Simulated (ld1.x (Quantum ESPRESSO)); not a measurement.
## Pseudopotential generation for Al

System: aluminium (Al, Z = 13), core [Ne], reference valence 3s2 3p1, valence charge 3.
Method: RRKJ potential, LDA (PZ), scalar-relativistic, made with ld1.x (Quantum ESPRESSO) 7.5.

### Input file
```
 &input
   title='Al', zed=13., rel=1, dft='PZ', iswitch=3,
   config='[Ne] 3s2 3p1',
   nld=2, rlderiv=2.45, eminld=-3.0, emaxld=5.0, deld=0.02
 /
 &inputp
   pseudotype=2, tm=.false., lloc=-1, rcloc=1.55,
   nlcc=.false.,
   file_pseudopw='Al.UPF', file_wfcaegen='ae.wfc', file_wfcncgen='nc.wfc', file_beta='beta', file_chi='chi'
 /
2
3S  1  0   2.00   0.00  1.85  1.85  0.0
3P  2  1   1.00   0.00  2.25  2.25  0.0
 &test
   configts(1)='3s2 3p1'
 /
```

Launched with:
```bash
ld1.x < Al.in > Al.out
```

### Log
```
     Program LD1 v.7.5
     --------------------------- All-electron run ----------------------------

     Al
     scalar relativistic calculation

     atomic number is 13.00
     dft =PZ   lsd =0 sic =0 latt =0  beta=0.20 tr2=1.0E-14
     Exchange-correlation= PZ
                           (   1   1   0   0   0   0   0)
     mesh =1135 r(mesh) = 100.48924 a.u. xmin = -7.00 dx = 0.01250
     1 Ry =  13.60569312 eV, c = 137.03599908

     n l     nl                  e(Ry)          e(Ha)          e(eV)
     1 0     1S 1( 2.00)      -110.5641       -55.2820     -1504.3012
     2 0     2S 1( 2.00)        -7.9008        -3.9504      -107.4954
     2 1     2P 1( 6.00)        -5.1237        -2.5619       -69.7115
     3 0     3S 1( 2.00)        -0.5759        -0.2880        -7.8357
     3 1     3P 1( 1.00)        -0.2050        -0.1025        -2.7889

     final scf error:  4.2E-15 reached in  21 iterations

     Etot =    -483.527466 Ry,    -241.763733 Ha,   -6578.726321 eV

     Ekin =     483.888145 Ry,     241.944073 Ha,    6583.633613 eV
     Encl =   -1158.185239 Ry,    -579.092619 Ha,  -15757.912938 eV
     Eh   =     225.717896 Ry,     112.858948 Ha,    3071.048423 eV
     Exc  =     -34.948269 Ry,     -17.474134 Ha,    -475.495419 eV

     normalization and overlap integrals

     s(1S/1S) =  1.000000  <r> =   0.1206  <r2> =    0.0196  r(max) =   0.0789
     s(2S/2S) =  1.000000  <r> =   0.6291  <r2> =    0.4751  r(max) =   0.4954
     s(2P/2P) =  1.000000  <r> =   0.6047  <r2> =    0.4656  r(max) =   0.4264
     s(3S/3S) =  1.000000  <r> =   2.5337  <r2> =    7.5170  r(max) =   2.0597
     s(3P/3P) =  1.000000  <r> =   3.4387  <r2> =   14.2581  r(max) =   2.6447

     ------------------------ End of All-electron run ------------------------

     --------------------- Generating NC pseudopotential ---------------------

      Generating local potential from pseudized AE potential:
      Matching radius rcloc =   1.5500

      Local pseudo, rcloc= 1.545 Estimated cut-off energy=     9.99 Ry

      Wfc   3S  rcut= 1.841  Estimated cut-off energy=       35.98 Ry
     l=   0 Node at 0.14016298
      This function has    1 nodes for 0 < r <    1.841

 %%%%%%%%%%%%%%%%%%%%%%%%%%%%%%%%%%%%%%%%%%%%%%%%%%%%%%%%%%%%%%%%%%%%%%%%%%%%%%
     Error in routine compute_phi (1):
     phi has nodes before r_c
 %%%%%%%%%%%%%%%%%%%%%%%%%%%%%%%%%%%%%%%%%%%%%%%%%%%%%%%%%%%%%%%%%%%%%%%%%%%%%%

     stopping ...
```

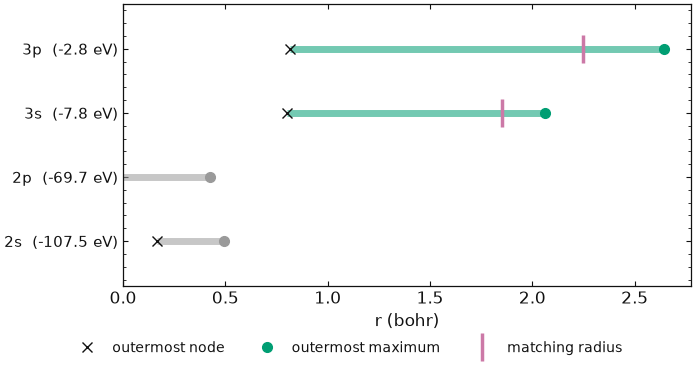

Fig. 1: Outer shells of the all-electron reference atom: each bar runs from the outermost node (or the nucleus) to the outermost maximum of u(r); the tick is the radius chosen for the pseudo-wave. Shells without a tick have no pseudo-wave of their own. Levels, nodes and maxima are from ld1.x, scalar-relativistic.

- Radii against the shells: 3s: 1.85 bohr, between node and maximum; 3p: 2.25 bohr, between node and maximum.

### What the run reported

```tsv
quantity	value
outcome	ended with an error
hardware	1 CPU thread, shared host
```

### What went wrong

The generator stopped with the message “compute_phi: phi has nodes before r_c”. In words: the RRKJ expansion in Bessel functions gave a pseudo-wave with a node inside its radius.
